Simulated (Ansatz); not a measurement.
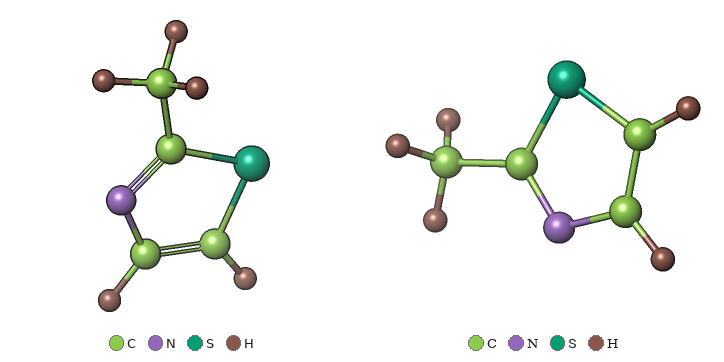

Both panels show the same species.

The computed structure is the end point of a PBE0-D4/def2-TZVP optimisation.

Question: Which formula does it have?

Answer: C4H5NS, 11 atoms: 4 carbon, 5 hydrogen, 1 nitrogen and 1 sulfur.

Question: How many bonds of each kind are drawn?

Answer: 5 C–H, 2 C–C, 2 C–N, 2 C–S.

Question: What is its SMILES?

Answer: Cc1nccs1

Question: Does it have rings?

Answer: Independent rings (smallest set): 1 of 5 members, 1 of them aromatic.

More results for the same structure follow; atom numbers are the same in all pictures, views and colours differ.

## Shape

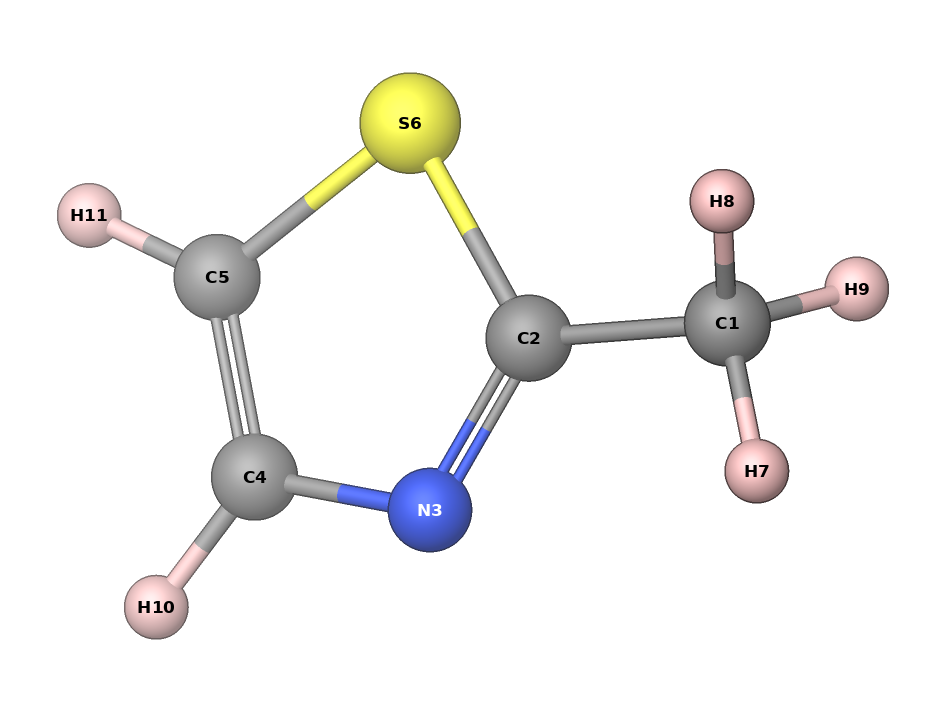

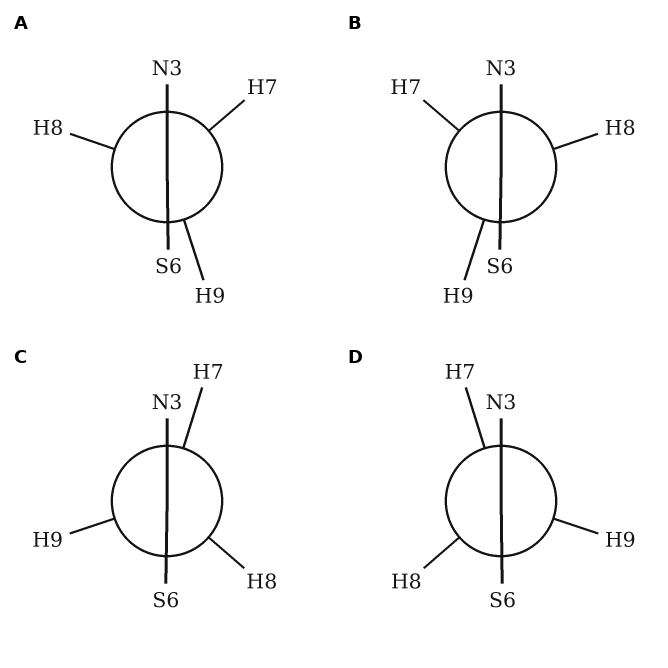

Distant atoms are faded towards the background colour. Bonds that would overlap in a projection are set slightly apart.

Question: Which Newman projection shows the view along C2–C1, with C2 in front?

Answer: D. The torsion angle S6–C2–C1–H7 is 170°, antiperiplanar (anti).

## Vibrations

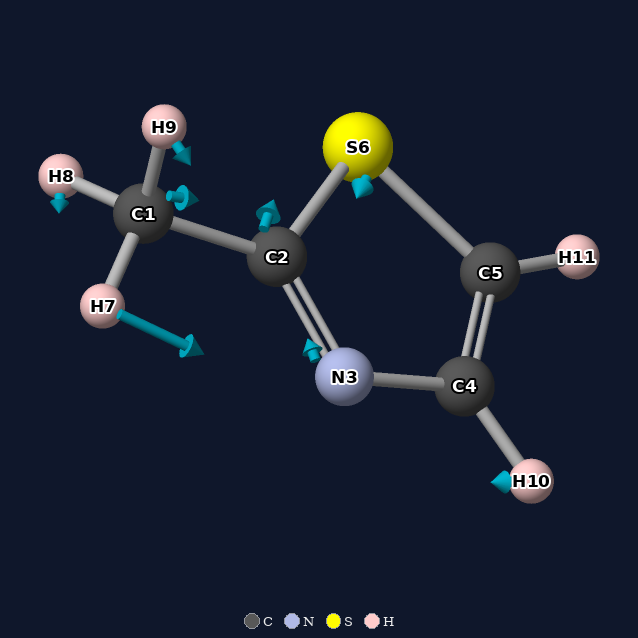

The arrows show one normal mode. Harmonic vibrations computed with RKS PBE0-D4/def2-TZVP (Ansatz 0.2.0) at a stationary point of the same level.

Question: Estimate its harmonic wavenumber.

Answer: 664 cm⁻¹; it is mode 7 of 27 counted from the lowest.

## Dipole moment

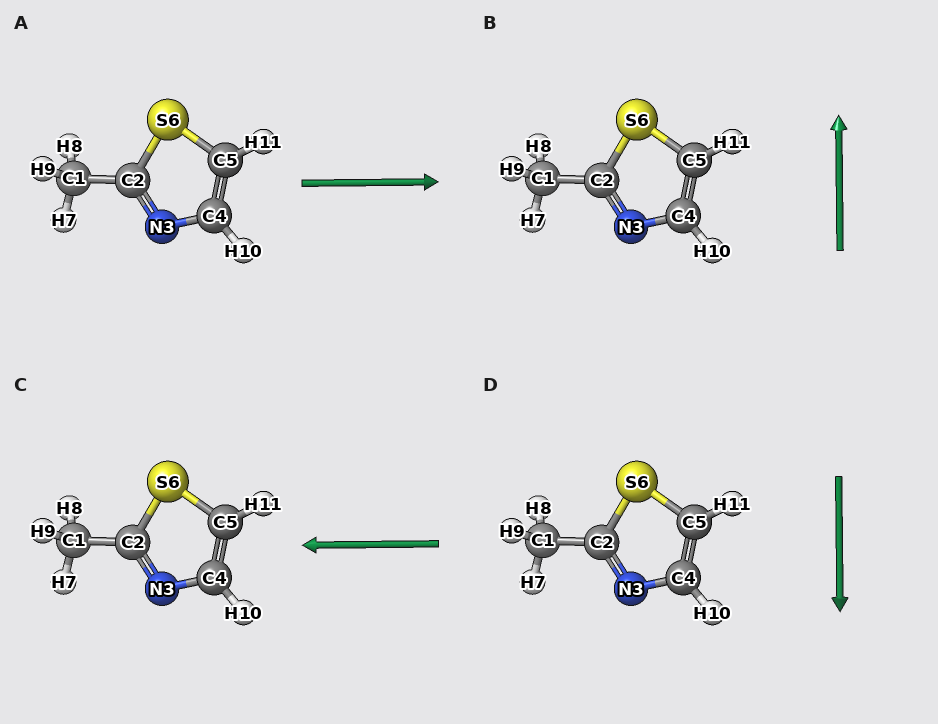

The same molecule four times, each with an arrow. Level of theory: RKS B3LYP-D4/def2-TZVPP (Ansatz 0.2.0).

Question: Which arrow points along the dipole moment, from the negative to the positive end?

Answer: B. The dipole moment is 1.27 D; it points from the side of H10 to the side of S6 (the outermost atoms at the two ends).

## Electronic properties

Method: RKS BHLYP-D4/def2-TZVPP (Ansatz 0.2.0).

Computed properties:

- HOMO energy (Kohn–Sham orbital): −7.82 eV
- LUMO energy (Kohn–Sham orbital): 0.41 eV
- HOMO–LUMO gap: 8.23 eV
- dispersion correction: −33.5 kJ/mol
